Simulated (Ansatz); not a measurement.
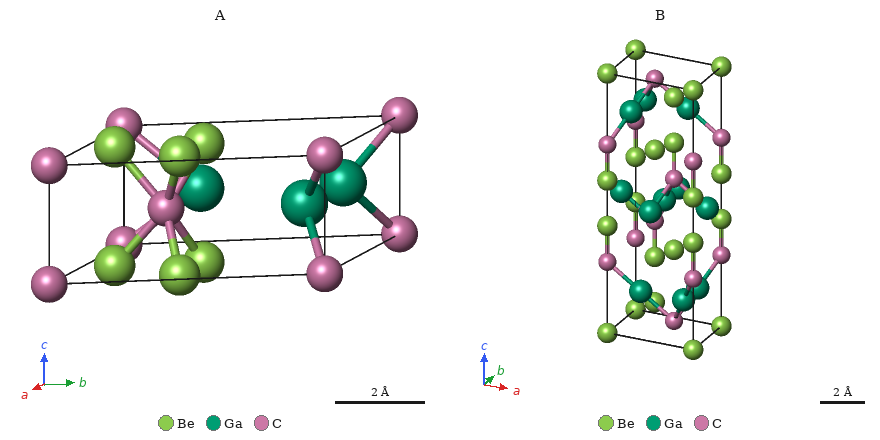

Two structures of Be₃Ga₃C₂, each relaxed to rest (conventional cells in solid outline, small ones repeated, not to one scale). Method: DFT PBE, scalar-relativistic, plane waves, PAW (Ansatz 0.2.0), without spin polarisation.

What structure does each panel show?

Answer. A: 8 atoms a cell on a primitive hexagonal lattice, P-6m2. B: 24 atoms a cell on a rhombohedral (trigonal R) lattice, R-3m.

Which has the lower energy, and by how much?

Answer. A is lower, by 242 meV/atom at this level of theory (energies at zero smearing). Volumes: A 12.2, B 13.2 Å³/atom.

One or both may be structure types tried for this composition rather than known phases.
